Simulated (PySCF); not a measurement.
| atom | x (Å) | y (Å) | z (Å) |
| --- | --- | --- | --- |
| C | 0.2495 | 0.9728 | -0.6479 |
| C | 0.9281 | 0.1030 | 0.0090 |
| C | -0.6477 | -0.0360 | -0.0419 |
| H | 1.7890 | -0.4026 | 0.4327 |
| H | -1.0857 | -0.8358 | -0.6575 |
| H | -1.2262 | 0.2027 | 0.8631 |

Geometry: PBE0-D3(BJ)/ma-def2-SVP.

All numbers below come from PySCF, DFT single point, gas phase, functional PBE0.

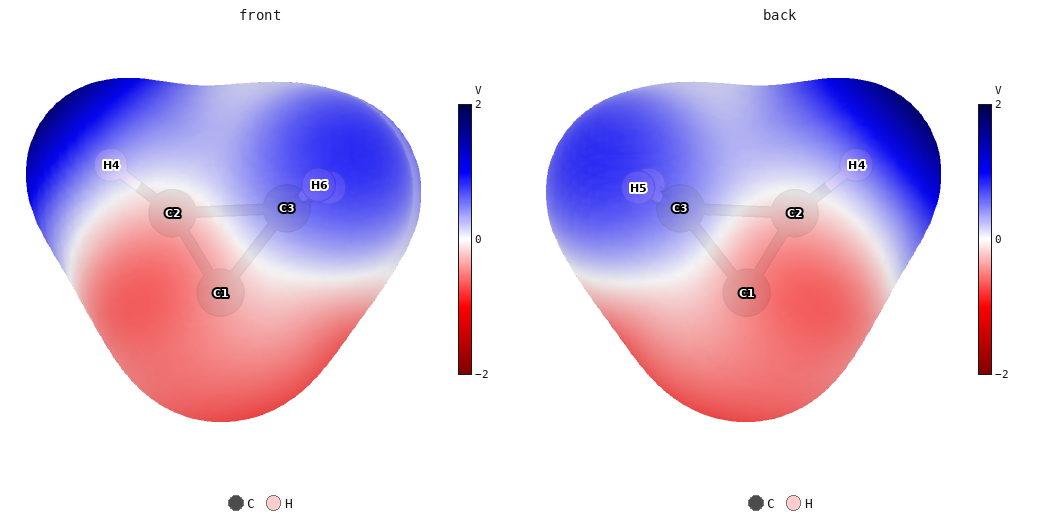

C₃H₃ (SMILES [C]1=CC1) (doublet). The molecular electrostatic potential painted on the density surface at 0.002 e/bohr³, seen from the front and from behind; the colour scale runs from red (negative) to blue (positive).

Which sites attract a positive test charge, and which a negative one?

A positive charge is drawn to the negative regions and a negative charge to the positive ones. The most negative region (about −0.7 V) lies over C1, the most positive (about +1.7 V) over H4.

What dipole moment does the calculation give?

Its dipole moment is 1.62 D.
